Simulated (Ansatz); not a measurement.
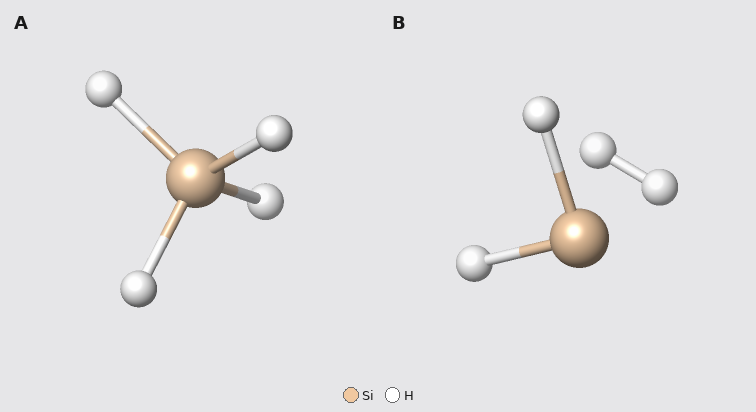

2 stationary structures of one formula. Geometries: PBE0-D4/def2-TZVP. Electronic energies: CCSD(T)/CBS (from def2-TZVPP and def2-QZVPP) (Ansatz 0.2.0), without zero-point energy.

> Rank them by energy, lowest first.

A is lowest (Td, a minimum); B lies 224.9 kJ/mol above it (Cs, a minimum).

Give E(B) − E(A) in kJ/mol at these levels too: r2SCAN0-D4/def2-TZVPP; CCSD(T)/CBS (from def2-TZVPP and def2-QZVPP); PBE-QIDH (frozen core)/def2-TZVPP; ωB97X-V/def2-TZVPP; BHLYP-D4/def2-TZVPP; ωB97M-V/def2-TZVPP; B3LYP-D4/def2-TZVPP; BLYP-D4/def2-TZVPP.

```
                                       level  E(B) − E(A) (kJ/mol)
                       r2SCAN0-D4/def2-TZVPP                +226.5
CCSD(T)/CBS (from def2-TZVPP and def2-QZVPP)                +224.9
           PBE-QIDH (frozen core)/def2-TZVPP                +230.4
                          ωB97X-V/def2-TZVPP                +232.5
                         BHLYP-D4/def2-TZVPP                +237.3
                          ωB97M-V/def2-TZVPP                +215.9
                         B3LYP-D4/def2-TZVPP                +218.2
                          BLYP-D4/def2-TZVPP                +205.2
```
